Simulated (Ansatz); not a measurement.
```yaml
atoms:
  - { symbol: C, position_ang: [0.3590, -0.4428, -0.8891] }
  - { symbol: F, position_ang: [-0.1327, -1.5108, -0.0873] }
  - { symbol: Ga, position_ang: [0.7642, 0.8377, 0.5997] }
  - { symbol: H, position_ang: [-0.3896, 1.7692, 1.1445] }
  - { symbol: H, position_ang: [2.1594, 0.7416, 1.3345] }
  - { symbol: H, position_ang: [1.2188, -0.8128, -1.4551] }
  - { symbol: H, position_ang: [-0.4353, -0.1448, -1.5796] }
```

Geometry: B3LYP/6-31G*.

Theory: Ansatz 0.2.0, isolated molecule in a Gaussian basis; Kohn-Sham density functional theory, functional PBE0.

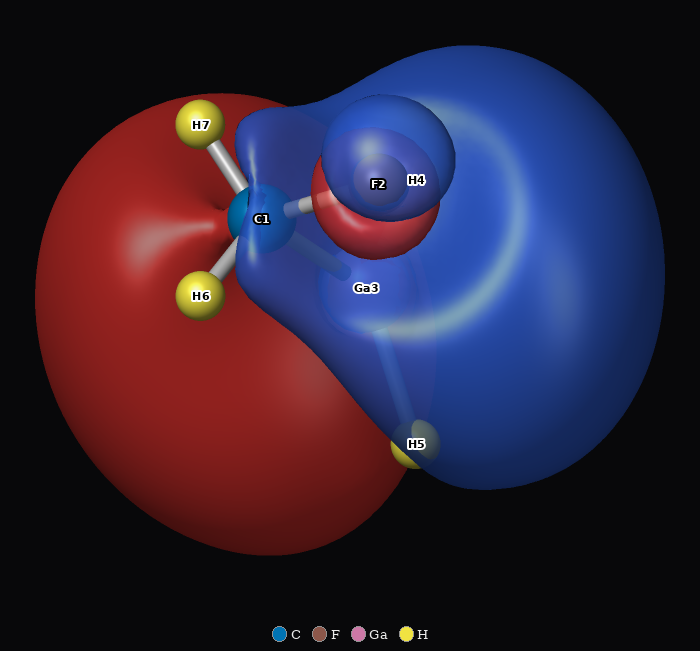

CH4FGa (SMILES F[CH2][GaH2]). One frontier orbital at ±0.05 Å⁻³ᐟ² (blue and red are the two phases), seen at an oblique angle.

### Which orbital is it: HOMO or LUMO?

The LUMO, at −1.77 eV. It lies mainly on Ga3 (about 75 %) and C1 (about 5 %).
